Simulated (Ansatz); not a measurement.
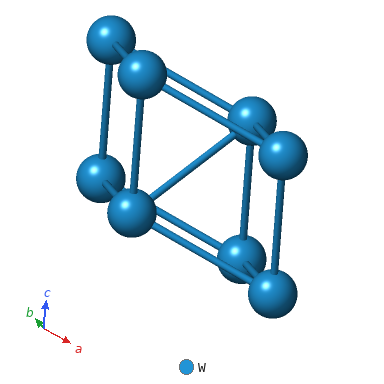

System: a slab cut from W (slab content W₅), space group Im-3m (No. 229). The picture shows the bulk cell.

The given structure:
```xyz
1
Lattice="-1.5918 1.5918 1.5918 1.5918 -1.5918 1.5918 1.5918 1.5918 -1.5918" Properties=species:S:1:pos:R:3 pbc="T T T"
W     0.0000    0.0000    0.0000
```

One of the inputs:
```
crystal:
  lattice:
    - [2.757046566, 0.0, 0.0]
    - [-0.919015522, 2.5993684305, 0.0]
    - [0.0, 0.0, 24.0044763784]
  atoms:
    - { symbol: W, position: [0.5, 0.5, 0.3124417247] }
    - { symbol: W, position: [0.0, 0.0, 0.4062208623] }
    - { symbol: W, position: [0.5, 0.5, 0.5] }
    - { symbol: W, position: [0.0, 0.0, 0.5937791377] }
    - { symbol: W, position: [0.5, 0.5, 0.6875582753] }
basis:
  ecutwfc: 420
kpoints:
  mp_grid: { grid: [13, 13, 1] }
hamiltonian:
  xc: pbe
scf:
  occupations: { method: gaussian, width: 0.1 }
output:
  forces: true
  eigenvalues: true
  write_density: true
  write_potential: true
  elf: true
  volumetric_format: npy
relax:
  adjacent_minimum: "off"
  f_tol: 0.02
  max_steps: 60
efield:
  axis: 3
  dipole_correction: true
  ramp_width: 0.04
```

Launched with:
```bash
ansatz run input.yaml --threads 4 --pin off --max-ram 8192MiB --backend cpu --events-out ev --progress --plain --runs-dir out
```

Computed with Ansatz 0.2.0: spacing and rumpling of the atomic planes of a slab cut from the relaxed bulk cell along the Miller plane (conventional indices), bottom to top, after all atoms relax, plane waves with PAW datasets, Γ-centred k mesh. Level: PBE, no spin polarisation.

| setting | value |
| --- | --- |
| space group in which the indices count | 229 |
| Miller index h | 1 |
| Miller index k | 1 |
| Miller index l | 0 |
| top plane | W |
| bottom plane | W |
| planes | 5 |
| surface cell | (1, 1) |
| slab thickness as cut | 9 Å |
| vacuum | 15 Å |
| surface area | 7.167 Å² |
| surface a | 2.757 Å |
| surface b | 2.757 Å |
| surface angle | 109.5 ° |
| slab atoms | 5 |
| wave cutoff | 420 eV |
| k mesh | 13×13×1 |
| occupations | Gaussian |
| smearing width | 0.1 eV |
| boundary | dipole corrected |

What does the calculation give for the spacing change of each pair of planes? The cases: 1–2; 2–3; 3–4; 4–5.

The least value, −0.083 Å, is that of 1–2 and 4–5, and the largest, 0.005 Å, that of 2–3 and 3–4. In rising order: 1–2 (−0.083), 4–5 (−0.083), 2–3 (0.005), 3–4 (0.005), in Å. The spacing to next, in Å, is 2.168 for 1–2, 2.256 for 2–3, 2.256 for 3–4 and 2.168 for 4–5.

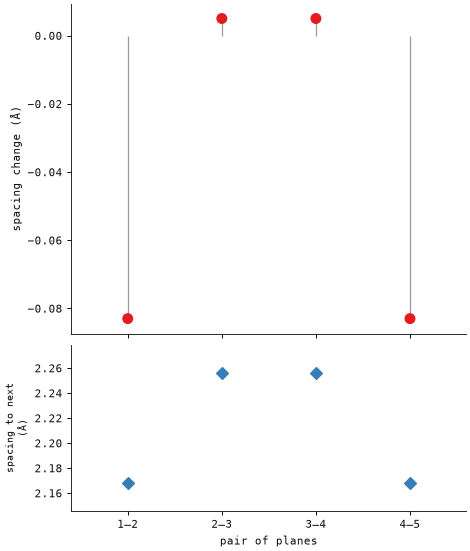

Caveats: k mesh lowers the symmetry; lies under the reference phase in this functional; xc potential rough in thin density.
